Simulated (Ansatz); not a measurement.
**NF3 (nitrogen trifluoride): FCI/STO-3G**

What is the vertical ionisation energy of NF3 (nitrogen trifluoride) at FCI/STO-3G? 

Program for the calculation: Ansatz 0.2.0.

29 further runs of the same task are left out: 1 that didn't finish, 28 set aside as unsound or not needed.

## 1. The molecule

NF3: 4 atoms, total charge 0, spin state singlet. SMILES: `FN(F)F`. The coordinates come from a PBE0-D4/def2-TZVP relaxation.

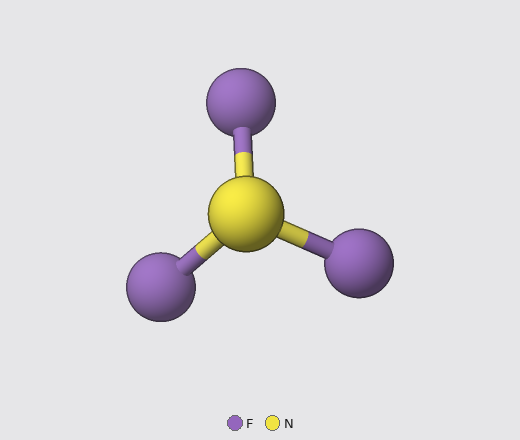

Viewed from a chosen angle; fluorine purple, nitrogen yellow.

## 2. A single-point energy at FCI/STO-3G

run.yaml reads:

```yaml
crystal:
  periodic: [false, false, false]
  atoms:
    - symbol: F
      position_ang: [0.614010, 0.000340, 1.066930]
    - symbol: N
      position_ang: [0.353420, -0.074150, -0.266250]
    - symbol: F
      position_ang: [-0.636280, -1.006490, -0.312240]
    - symbol: F
      position_ang: [-0.331150, 1.080310, -0.488440]
basis:
  gaussian:
    orbitals: STO-3G
correlation:
  method: fci
  frozen_orbitals: {F: 1, "N": 1}
accuracy: high
```

On the command line:

```console
$ ansatz run run.yaml --threads 1 --pin off --max-ram 3480MiB --events-out events.jsonl --progress --plain --runs-dir runs
```

Standard output:

```text
Warning: RAYON_NUM_THREADS=1 ignored (pool sized by the plan → 1); use --threads N
Functional definition: HF
  name "HF"
  exchange = exact_x
  correlation = 0
369 factors; integrals over basis functions are off by at most 3.8e-8 eV
mean field evaluation 1: about -9457.0822 eV, gradient 3.9e1 eV
mean field evaluation 2: about -9457.3287 eV, gradient 3.9e1 eV
mean field evaluation 4: about -9462.7714 eV, gradient 2.6e0 eV
mean field evaluation 8: about -9462.8167 eV, gradient 3.9e-4 eV
mean field -9462.81672767 eV, -347.7521006142 hartree, gradient 3.2e-8 eV, S^2 0.000000; 0 other end points of the search recorded, 0 dependent functions left out
4 core orbitals not correlated: weight in the atoms' cores, before any rotation towards them, 1.000 or more for the frozen orbitals, at most 0.000 for the correlated occupied ones
reference -9462.81672767 eV, -347.7521006142 hartree; 13, 13 occupied and 3, 3 virtual orbitals, 369 factors
state -9466.72436801 eV, -347.8957037483 hartree
Total energy: -9466.72436801 eV, -347.8957037483 hartree
```

Wall time 1.1 s (1 thread of Arm Neoverse V1, shared host).

## 3. The doublet cation

job.yaml reads:

```yaml
crystal:
  periodic: [false, false, false]
  atoms:
    - {symbol: F, position_ang: [0.614010, 0.000340, 1.066930]}
    - {symbol: "N", position_ang: [0.353420, -0.074150, -0.266250]}
    - {symbol: F, position_ang: [-0.636280, -1.006490, -0.312240]}
    - {symbol: F, position_ang: [-0.331150, 1.080310, -0.488440]}
basis:
  gaussian:
    orbitals: STO-3G
total_charge: 1
correlation:
  method: fci
  frozen_orbitals: {F: 1, "N": 1}
magnetization:
  spin_polarized: true
  initial_magnetization: 1
accuracy: high
```

On the command line:

```console
$ ansatz run job.yaml --threads 1 --pin off --max-ram 3480MiB --events-out events.jsonl --progress --plain --runs-dir runs
```

Standard output:

```text
Warning: RAYON_NUM_THREADS=1 ignored (pool sized by the plan → 1); use --threads N
[... 4 set-up lines as earlier in the session ...]
369 factors; integrals over basis functions are off by at most 3.8e-8 eV
mean field evaluation 1: about -9443.5720 eV, gradient 3.7e1 eV
mean field evaluation 2: about -9443.7859 eV, gradient 3.7e1 eV
mean field evaluation 4: about -9452.8230 eV, gradient 3.0e0 eV
mean field evaluation 8: about -9453.0676 eV, gradient 1.3e-1 eV
mean field evaluation 16: about -9453.0543 eV, gradient 4.4e-8 eV
mean field -9453.05432556 eV, -347.3933389540 hartree, gradient 4.4e-8 eV, S^2 0.792689; 0 other end points of the search recorded, 0 dependent functions left out
mean field evaluation 32: about -9452.8593 eV, gradient 9.5e-1 eV
4 core orbitals not correlated: weight in the atoms' cores, before any rotation towards them, 1.000 or more for the frozen orbitals, at most 0.000 for the correlated occupied ones
reference -9452.85934496 eV, -347.3861735491 hartree; 13, 12 occupied and 3, 4 virtual orbitals, 369 factors
state -9458.33855976 eV, -347.5875309790 hartree
Total energy: -9458.33855976 eV, -347.5875309790 hartree
```

It took 12 s on 1 thread of Arm Neoverse V1, shared host; peak memory 0.19 GiB.

## 4. Summary of results

Level: FCI/STO-3G, 4 core orbitals frozen.

```
                                                   quantity          value
                                  singlet NF3: total energy  -347.89570 Eh
   singlet NF3: correlation energy (4 core orbitals frozen)     -143.6 mEh
                               doublet cation: total energy  -347.58753 Eh
doublet cation: correlation energy (4 core orbitals frozen)     -201.4 mEh
         vertical ionisation energy (to the doublet cation)       8.386 eV
```

The vertical ionisation energy comes to 8.39 eV (809 kJ/mol). In a minimal basis such a difference can be off by several eV, whatever the method.
